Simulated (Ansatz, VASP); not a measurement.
# Al34Ga20O81 (amorphous 37Ga2O3-63Al2O3 (mol %)) in two plane-wave programs

One calculation is typed for both programs; each brings its own data sets and cutoff. How far apart do they land? The cell is taken from a series of runs on this material, whose earlier steps may have relaxed or scaled it; both programs get it as it stands.

Main program and level: Ansatz 0.2.0; plane waves, with VASP 6.6.1 beside it; single point at PBE.

**1. The structure**

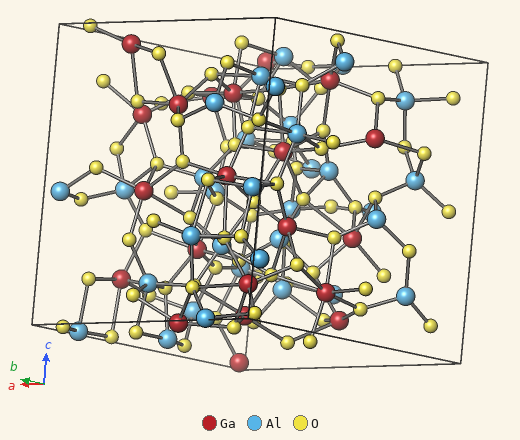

The starting structure, seen from a free direction (gallium red, aluminium blue, oxygen yellow). Some periodic images of atoms are drawn too.

The cell holds 135 atoms: 20 Ga, 34 Al and 81 O. Cell: a = 11.052 Å, b = 11.052 Å, c = 11.052 Å, α = 90.0°, β = 90.0°, γ = 90.0°. As first built, before any earlier steps moved the atoms: 135 atoms (20 Fe, 34 Al, 81 O) placed at random at 3.55 g/cm^3, melted at 5000 K for 10 ps at fixed volume with the Morse and Coulomb pair potential with partial charges (Pedone, Malavasi, Menziani, Cormack and Segre, J. Phys. Chem. B 110, 11780 (2006)). Quenched from 5000 K to 300 K at 50 K/ps and fixed volume, held 10 ps at zero pressure, then minimised at fixed cell. Then Fe was replaced by Ga and the cell scaled by 1.006 (the potential has no terms for the new elements, so the cell is a start for a DFT relaxation).

**2. VASP: single point, PBE**

A single point gives forces, pressure and levels at one fixed geometry, so differences don't come from the geometry; what else differs is listed under the comparison.

Lines of VASP's logs that name or quote its potential files are left out, and so is its time.

Contents of INCAR:

```
SYSTEM = Al34Ga20O81
PREC = Accurate
ENCUT = 520
EDIFF = 1E-05
NELM = 100
ISMEAR = 0
SIGMA = 0.01
LREAL = Auto
ALGO = Fast
GGA = PE
NBANDS = 518
LORBIT = 11
LWAVE = .FALSE.
LCHARG = .FALSE.
ISIF = 2
```

Contents of POSCAR:

```
Al34Ga20O81
1.0
   11.0522700000      0.0000000000      0.0000000000
    0.0000000000     11.0522700000      0.0000000000
    0.0000000000      0.0000000000     11.0522700000
Ga Al O
20 34 81
Direct
    0.6865800000      0.8517200000      0.4613400000
    0.2455700000      0.6143200000      0.3685900000
    0.2966500000      0.2573200000      0.3841500000
    0.5779200000      0.5884800000      0.8224900000
    0.0811900000      0.4090700000      0.6886300000
    0.8351800000      0.4296700000      0.8408400000
    0.2442000000      0.7718300000      0.1546900000
    0.5375600000      0.8765800000      0.7411300000
    0.7359000000      0.5317200000      0.3158600000
    0.4479700000      0.5712400000      0.0830000000
    0.1765300000      0.4764100000      0.1683400000
    0.3814900000      0.7787100000      0.5153300000
    0.3820000000      0.5271400000      0.6336000000
    0.8955700000      0.1312000000      0.0029300000
    0.4677000000      0.8548000000      0.0168500000
    0.9594400000      0.6470700000      0.2040200000
    0.8535900000      0.7239800000      0.7376600000
    0.7250900000      0.9323900000      0.9376000000
    0.2992800000      0.4241800000      0.8851300000
    0.3466600000      0.2338800000      0.1156300000
    0.9634300000      0.8187400000      0.0051700000
    0.1509400000      0.8855100000      0.4580800000
    0.8733800000      0.3862700000      0.1354400000
    0.0736600000      0.5891100000      0.9162600000
    0.3267900000      0.7174300000      0.8547700000
    0.4128100000      0.2781100000      0.6068300000
    0.2093900000      0.9888400000      0.0076400000
    0.7660900000      0.0069900000      0.6626400000
    0.0272300000      0.9444700000      0.2073800000
    0.6507400000      0.6159900000      0.5400500000
[... 99 atom lines left out ...]
    0.9689700000      0.6584400000      0.0105500000
    0.3075200000      0.8975100000      0.8730100000
    0.8045300000      0.3711100000      0.2810400000
    0.1832000000      0.2820400000      0.5128400000
    0.8966100000      0.6169700000      0.3697400000
    0.5717300000      0.2711900000      0.6207500000
```

Contents of KPOINTS:

```
Automatic mesh
0
Gamma
1 1 1
0 0 0
```

The projector-augmented-wave data sets are Ga_d, Al and O (PBE family, release 64).

Run with:

```console
$ export OMP_NUM_THREADS=5
$ mpirun -np 1 vasp_gam
```

Numbers of over 12 decimals in the logs are rounded to 6 here.

Log:

```text
[banner, memory and clock lines left out]
running    1 mpi-ranks, on    1 nodes
[...]
Offloading initialized ...    1 GPUs detected
[...]
LDA part: xc-table for (Slater+PW92), standard interpolation
 POSCAR, INCAR and KPOINTS ok, starting setup
[...]
entering main loop
       N       E                     dE             d eps       ncg     rms          rms(c)
DAV:   1     0.222741651463E+05    0.22274E+05   -0.31815E+05  1060   0.265E+03
DAV:   2     0.509581136165E+04   -0.17178E+05   -0.16141E+05  1036   0.820E+02
DAV:   3    -0.332000330134E+03   -0.54278E+04   -0.50277E+04  1444   0.345E+02
DAV:   4    -0.101185879775E+04   -0.67986E+03   -0.66908E+03  1472   0.133E+02
[...]
RMM:  17    -0.905876744700E+03   -0.26664E-04   -0.46765E-04  1605   0.279E-02    0.190E-02
RMM:  18    -0.905876749325E+03   -0.46248E-05   -0.15917E-04  1310   0.150E-02    0.121E-02
RMM:  19    -0.905876749838E+03   -0.51276E-06   -0.55738E-05  1165   0.123E-02
   1 F= -.90587675E+03 E0= -.90587675E+03  d E =-.217626E-47
```

OUTCAR, selected parts (step 2):

```text
  Total       49.3085052     80.4471717     63.9314687      4.1199962     -3.5744219    -10.6136897
  in kB       58.5164487     95.4699960     75.8701262      4.8893704     -4.2419147    -12.5957059
  external PRESSURE =      76.6188570 kB  Pullay stress =       0.0000000 kB

 POSITION                                       TOTAL-FORCE (eV/Angst)
 -----------------------------------------------------------------------------------
      7.58827      9.41344      5.09885        -0.480811     -0.008732     -0.392875
      2.71411      6.78963      4.07376         0.022082      0.541617      0.041405
      3.27866      2.84397      4.24573         0.609323     -1.187239     -0.194663
      6.38733      6.50404      9.09038        -0.624901      0.165369     -0.525353
      0.89733      4.52115      7.61092         0.260400      0.026984      0.504753
[...]
9.12166      5.09244      0.09405        -0.440379      0.342059     -1.429845
      8.22046      8.52616      0.04620         0.323593      0.468967      0.252609
      6.02128      9.12630      6.17910         0.451305      0.203558      0.180715
      4.33636      6.22199      9.25528         0.176641     -0.166724     -0.332928
     10.34426      0.49293      3.33989        -0.668964      0.807448     -0.702949
      6.57886      6.10572     11.00883         0.063549     -0.241510     -0.285981
      7.80578      9.71417      3.25788         0.446853      0.239984      0.771077
      6.11909      6.43949      7.20597        -1.413363     -0.669069      1.580725
[...]
-----------------------------------------------------------------------------------
    total drift:                               -0.000463     -0.016973     -0.009456

  FREE ENERGIE OF THE ION-ELECTRON SYSTEM (eV)
  ---------------------------------------------------
  free  energy   TOTEN  =      -905.8767498378 eV

  energy  without entropy=     -905.8767498378  energy(sigma->0) =     -905.87674984

[... 3 further parts left out ...]
[key lines of the parts left out:]
E-fermi :   5.1270
```

The run ends at a pressure of 7.66 GPa, with forces up to 2.3 eV/Å.

**3. Ansatz: single point, PBE**

Ansatz runs on its default PAW (the set named soft_2) files.

The same cell, functional and mesh now go to Ansatz, which takes its cutoff from its data sets.

Contents of input.yaml:

```yaml
crystal:
  lattice:
    - [11.05227, 0.0, 0.0]
    - [0.0, 11.05227, 0.0]
    - [0.0, 0.0, 11.05227]
  atoms:
    - { symbol: Ga, position: [0.68658, 0.85172, 0.46134] }
    - { symbol: Ga, position: [0.24557, 0.61432, 0.36859] }
    - { symbol: Ga, position: [0.29665, 0.25732, 0.38415] }
    - { symbol: Ga, position: [0.57792, 0.58848, 0.82249] }
    - { symbol: Ga, position: [0.08119, 0.40907, 0.68863] }
    - { symbol: Ga, position: [0.83518, 0.42967, 0.84084] }
    - { symbol: Ga, position: [0.2442, 0.77183, 0.15469] }
    - { symbol: Ga, position: [0.53756, 0.87658, 0.74113] }
    - { symbol: Ga, position: [0.7359, 0.53172, 0.31586] }
    - { symbol: Ga, position: [0.44797, 0.57124, 0.083] }
    - { symbol: Ga, position: [0.17653, 0.47641, 0.16834] }
    - { symbol: Ga, position: [0.38149, 0.77871, 0.51533] }
    - { symbol: Ga, position: [0.382, 0.52714, 0.6336] }
    - { symbol: Ga, position: [0.89557, 0.1312, 0.00293] }
    - { symbol: Ga, position: [0.4677, 0.8548, 0.01685] }
    - { symbol: Ga, position: [0.95944, 0.64707, 0.20402] }
    - { symbol: Ga, position: [0.85359, 0.72398, 0.73766] }
    - { symbol: Ga, position: [0.72509, 0.93239, 0.9376] }
    - { symbol: Ga, position: [0.29928, 0.42418, 0.88513] }
    - { symbol: Ga, position: [0.34666, 0.23388, 0.11563] }
    - { symbol: Al, position: [0.96343, 0.81874, 0.00517] }
    - { symbol: Al, position: [0.15094, 0.88551, 0.45808] }
    - { symbol: Al, position: [0.87338, 0.38627, 0.13544] }
    - { symbol: Al, position: [0.07366, 0.58911, 0.91626] }
    - { symbol: Al, position: [0.32679, 0.71743, 0.85477] }
    - { symbol: Al, position: [0.41281, 0.27811, 0.60683] }
    - { symbol: Al, position: [0.20939, 0.98884, 0.00764] }
    - { symbol: Al, position: [0.76609, 0.00699, 0.66264] }
    - { symbol: Al, position: [0.02723, 0.94447, 0.20738] }
    - { symbol: Al, position: [0.65074, 0.61599, 0.54005] }
[... 99 atom lines left out ...]
    - { symbol: O, position: [0.96897, 0.65844, 0.01055] }
    - { symbol: O, position: [0.30752, 0.89751, 0.87301] }
    - { symbol: O, position: [0.80453, 0.37111, 0.28104] }
    - { symbol: O, position: [0.1832, 0.28204, 0.51284] }
    - { symbol: O, position: [0.89661, 0.61697, 0.36974] }
    - { symbol: O, position: [0.57173, 0.27119, 0.62075] }
kpoints:
  mp_grid: { grid: [1, 1, 1] }
hamiltonian:
  xc: pbe
scf:
  occupations: { method: fixed }
output:
  forces: true
  stress: true
  populations: true
  dos:
    method: { smearing: { sigma: 0.08 } }
    de: 0.1
    projected: { site_lists: { Al: [Al], Ga: [Ga], O: [O] } }
  eigenvalues: true
  write_density: true
  write_potential: true
  volumetric_format: npy
```

Run with:

```console
$ ansatz run input.yaml --threads 4 --pin off --max-ram 8192MiB --backend cpu --events-out ev --progress --plain --runs-dir out
```

Log:

```text
Engine: ansatz 0.2.0, aarch64-unknown-linux-gnu
Pseudopotentials: kind: paw
Pseudopotential: Ga, paw, valence charge 13, recommended cutoff 420 eV (normal), Ga.paw.azcp
Pseudopotential: Al, paw, valence charge 3, recommended cutoff 420 eV (normal), Al.paw.azcp
Pseudopotential: O, paw, valence charge 6, recommended cutoff 420 eV (normal), O.paw.azcp
Functional definition: PBE
  parameter kappa = 0.804
  parameter beta = 0.066725
  exchange = pbe_x(kappa = kappa, mu = beta*pi^2/3)
  correlation = pbe_c(beta = beta)
Crystal: 135 atoms, lattice volume = 1350.064 Å³
Basis set: ecut = 420 eV, 26529 PW (Γ), exchange–correlation on 150×150×150 points (8 copies of the dense FFT grid, shifted against one another)
Bands: 559, of which v1, the nominal top of the filled ones, is band 424 counted from 1 (423 counted from 0)
Symmetry: 1 space group operations
Space group: P1 (ITA 1), of the structure as read, at distance tolerance 1.1e-4 Å
k-points: 1
Non-local potential: Ga, projectors of the file, l = 0: 2, l = 1: 2, l = 2: 3, l = 3: 1
Non-local potential: Al, projectors of the file, l = 0: 2, l = 1: 2, l = 2: 1
Non-local potential: O, projectors of the file, l = 0: 2, l = 1: 2, l = 2: 1
PAW form: soft (Blöchl's): semilocal exchange-correlation on the pseudo side does not see the compensation charge
PAW one-centre angular grid: Ga, 590 points (default); XC on 64 Gauss nodes
PAW one-centre angular grid: Al, 110 points (default); XC on 64 Gauss nodes
PAW one-centre angular grid: O, 110 points (default); XC on 64 Gauss nodes
Initial density: superposition of atomic densities (neutral atoms: chi_scale 0, normalization atom), corrected by the library's trained network
Initial wavefunctions: pseudopotential atomic-orbital guess
Functional: x = pbe(κ = 0.804, μ = 0.219515), c = pbe(β = 0.066725)
SCF iter   1: F=—  HF=-140014.047215 eV  |F-HF|=—  |Δ(HF+E_count)|=         —  Δρ=2.66e-3  dr2=1.34e-1  ethr=1.77e-3  ⟨swp⟩=5.0  Hψ=1961  notcnv=0  defer=133
preconditioner: auto → Resta (q_TF=auto, 2.525 Å⁻¹)  ε∞=4.0  [insulator: Δε(μ)=2.496 eV  Ē_g=17.034 eV  n_scr=364 (ndim 8)  ℏωp=29.4 eV  f_vac=0.016  ε∞_Penn≈4.0]
SCF iter   2: F=—  HF=-140014.035301 eV  |F-HF|=—  |Δ(HF+E_count)|=   1.19e-2  Δρ=1.43e-3  dr2=3.13e-2  ethr=1.58e-5  ⟨swp⟩=2.0  Hψ=1068  notcnv=0  defer=133
SCF iter   3: F=—  HF=-140014.036537 eV  |F-HF|=—  |Δ(HF+E_count)|=   1.24e-3  Δρ=6.25e-4  dr2=7.93e-3  ethr=3.70e-6  ⟨swp⟩=3.0  Hψ=782  notcnv=0  defer=133
SCF iter   4: F=—  HF=-140014.035889 eV  |F-HF|=—  |Δ(HF+E_count)|=   6.47e-4  Δρ=2.05e-4  dr2=5.13e-4  ethr=9.36e-7  ⟨swp⟩=2.0  Hψ=781  notcnv=0  defer=133
SCF iter   5: F=—  HF=-140014.035914 eV  |F-HF|=—  |Δ(HF+E_count)|=   2.51e-5  Δρ=1.20e-4  dr2=1.59e-4  ethr=6.05e-8  ⟨swp⟩=2.0  Hψ=847  notcnv=0  defer=132
SCF iter   6: F=—  HF=-140014.035927 eV  |F-HF|=—  |Δ(HF+E_count)|=   1.26e-5  Δρ=2.68e-5  dr2=8.64e-6  ethr=1.87e-8  ⟨swp⟩=2.0  Hψ=840  notcnv=0  defer=129
SCF iter   7: F=—  HF=-140014.034444 eV  |F-HF|=—  |Δ(HF+E_count)|=   1.48e-3  Δρ=1.69e-5  dr2=3.01e-6  ethr=1.02e-9  ⟨swp⟩=2.0  Hψ=983  notcnv=0  defer=129
SCF iter   8: F=—  HF=-140014.034445 eV  |F-HF|=—  |Δ(HF+E_count)|=   9.68e-7  Δρ=5.88e-6  dr2=4.27e-7  ethr=3.56e-10  ⟨swp⟩=2.0  Hψ=821  notcnv=0  defer=129
SCF iter   9: F=—  HF=-140014.034445 eV  |F-HF|=—  |Δ(HF+E_count)|=   2.95e-7  Δρ=3.18e-6  dr2=1.16e-7  ethr=1.18e-11  ⟨swp⟩=20.0  Hψ=4999  notcnv=0
SCF iter  10: F=-140014.034445 eV  HF=-140014.034445 eV  |F-HF|=6.40e-10  |Δ(HF+E_count)|=   5.12e-9  Δρ=1.29e-6  dr2=1.89e-8  ethr=1.18e-11  ⟨swp⟩=8.0  Hψ=3030  notcnv=0
SCF 1 converged in 10 iterations: F = -140014.034445 eV  dr2 = 1.89e-8
  greatest PAW one-centre occupation: 0.998 electrons in one spin orbital (limit 2), on the Ga atom at site 19 (counted from 0), in its partial waves of l = 2
SCF converged after 10 iterations
Free energy (F): -140014.034445 eV
Harris-Foulkes:  -140014.034445 eV  (|F-HF|=6.40e-10)
Internal energy: -140014.034445 eV  (E = F + TS)
E sigma→0 (E₀):  -140014.034445 eV
Fermi energy:    7.543572 eV
--- Per-component energies (eV) ---
  E_band       = -799.830589
  E_kinetic    = 17616.005217
  E_local      = -76091.822321  (includes V_loc(G=0)·N_el)
  E_nonlocal   = 12898.034279
  E_hartree    = 33129.799281
  E_xc         = -8750.975809
  E_vxc        = -9837.201738  (∫ρ·V_xc dr)
  E_paw        = -68725.787923  (= ΣΔE_a)
  E_vpaw       = -11644.635655  (= ΣTr[D̂ρ^β])
  E_aug_tail   = 0.200520  (compensation charges beyond the density's cutoff)
  E_ewald      = -50089.487689
  E_smearing   = -0.000000  (= −TS)
  E_closure    = 0.000000  (closes the sum)
  Σ components = -140014.034445   (vs F -140014.034445, Δ=0.00e0)
--- Forces (eV/Å), atoms counted from 1 ---
  atom   1  Ga    -0.50189087    -0.02679081    -0.39447101
  atom   2  Ga     0.03298047     0.54154035     0.03144467
  atom   3  Ga     0.62407086    -1.21985390    -0.20548723
[...]
atom 135  O      0.02662954     0.28558423    -0.44190977
  max |Σ_I F_I| component: 6.05e-5 eV/Å
--- Stress (GPa, compression-positive) ---
        5.574706       0.441569      -1.231801
        0.441577       9.256436      -0.427658
       -1.231789      -0.427648       7.270280
  P = ⅓ Tr σ = 7.3671 GPa (73.671 kbar)
--- Band table (eV) ---
  k-point 0: bands = [... 420 lower, 7.2786, 7.2943, 7.3388, 7.5436, 9.9588, 11.3268, 11.6054, 11.8054, ... 131 higher]
--- Löwdin populations: 135 sites ---
  site symbol       q [e]
     0     Ga     11.9510
     1     Ga     11.9668
     2     Ga     11.9612
     3     Ga     11.9739
     4     Ga     11.9496
     5     Ga     11.9585
     6     Ga     11.9756
     7     Ga     11.9654
     8     Ga     11.9671
     9     Ga     11.9513
    10     Ga     11.9562
    11     Ga     12.0066
    12     Ga     11.9645
    13     Ga     11.9329
    14     Ga     11.9725
    15     Ga     11.9738
    16     Ga     11.9353
    17     Ga     11.9618
    18     Ga     11.9643
    19     Ga     11.9639
    20     Al      1.7132
    21     Al      1.6868
    22     Al      1.6217
    23     Al      1.6338
[...]
127      O      6.7597
   128      O      6.8337
   129      O      6.7999
   130      O      6.7906
   131      O      6.7641
   132      O      6.7631
   133      O      6.7538
   134      O      6.8550
  spilling = 0.005636 (of n_electrons = 848.000000)
```

**4. Differences**

Known differences besides the PAW data sets themselves: fixed occupations in Ansatz, narrow Gaussian smearing in VASP; the cutoff is 420 eV in Ansatz and 520 eV in VASP (PREC = Accurate, projectors in real space); VASP leaves aspherical gradient terms in its spheres out (LASPH is not set), Ansatz keeps them. Total energies have different zeros and are not compared.

The two programs side by side:

| quantity | Ansatz | VASP | difference |
| --- | --- | --- | --- |
| pressure (GPa) | 7.37 | 7.66 | -0.29 |
| gap on the k mesh (eV) | 2.415 | 2.386 | +0.030 |

Forces on 10 of the 135 atoms, picked by the larger force of the two programs (eV/Å; atoms numbered as in POSCAR):

| atom | Ansatz x, y, z | VASP x, y, z |
| --- | --- | --- |
| Ga14 | -1.556, -0.032, -0.941 | -1.523, -0.036, -0.927 |
| O80 | -1.431, -0.679, 1.615 | -1.413, -0.669, 1.581 |
| O87 | -1.454, -0.860, -0.545 | -1.474, -0.873, -0.558 |
| O97 | 1.155, 1.081, -0.616 | 1.128, 1.069, -0.613 |
| O99 | 1.389, 1.261, -0.593 | 1.368, 1.292, -0.619 |
| O100 | 1.277, 1.458, -1.120 | 1.285, 1.434, -1.103 |
| O102 | -0.229, 1.340, 1.075 | -0.239, 1.315, 1.115 |
| O106 | -0.985, -1.250, -0.520 | -0.999, -1.221, -0.531 |
| O116 | -0.221, 1.897, -0.273 | -0.252, 1.878, -0.275 |
| O134 | -0.561, -0.985, -2.023 | -0.573, -1.004, -2.009 |

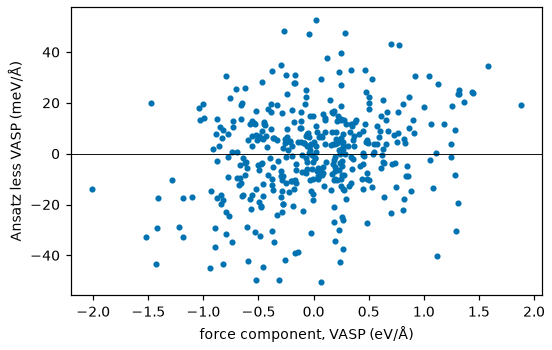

Difference of the force components against their size.

The forces differ by 18 meV/Å r.m.s., which is 3.0 % of the r.m.s. force of 0.59 eV/Å (both taken over all components).

**5. What came out**

```yaml
r_m_s_force_difference_single_point_pbe: 3.0 % of the r.m.s. force
```

What this shows: The r.m.s. force difference is 3.0 % of the r.m.s. force (single point, PBE), at about the 3 % picked in this series as the mark of a large difference. No further run was made for the single point, PBE pair, so its cause stays open. Differences of this kind measure data sets and numerical settings, not the functional's error against experiment.

[Lines on the potential files, build, host, timing and source positions are cut from VASP's logs without a mark.]

[Logs are printed without paths, hosts, clocks, repeated set-up lines and the standing remarks that a program may print on its own settings, such as how far it seeks lower states.]

[Hosts, paths, dates, database ids (printed as entryN), source tags and the programs' standing remarks are cut or masked in the printed files.]
